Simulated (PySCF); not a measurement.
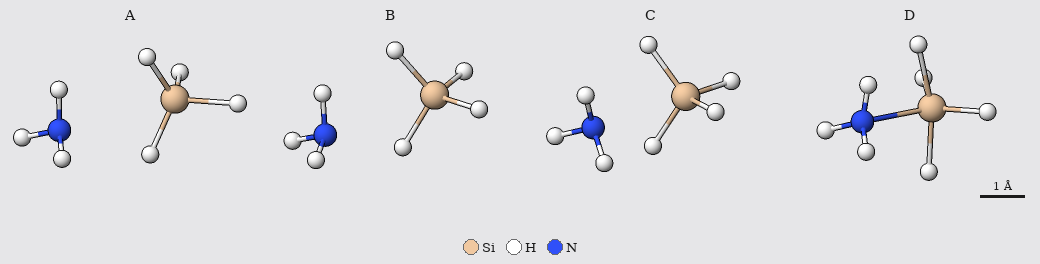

4 geometries from one relaxation of SiNH7 (started from a transition state, displaced along its imaginary mode), in shuffled order. The picture is a ball-and-stick view, seen at a tilt.

Level of theory: RKS PBE0-D4/def2-TZVP, density fitting in PySCF. 

### Order the frames from highest to lowest energy.

D, A, B, C. They are steps 0, 8, 28, 64, at +202.0 kJ/mol, +25.8 kJ/mol, +5.82 kJ/mol relative to the last. Over 64 geometry steps the energy falls by 202.0 kJ/mol. An H atom moves most after the best rigid fit: 1.58 Å. Largest moves by element: H 1.58 Å, Si 0.63 Å, N 0.54 Å. Some distances before and after: H–Si 2.039 → 3.545 Å, N–Si 1.959 → 3.031 Å, H–Si 1.706 → 1.483 Å, H–N 0.893 → 1.013 Å. Bonds break, among them: N–Si (1.96 → 3.03 Å). Bond angles that change, for instance: H–Si–H 163.8° → 111.6°, H–Si–H 89.1° → 111.6°, H–Si–H 89.1° → 107.3°.
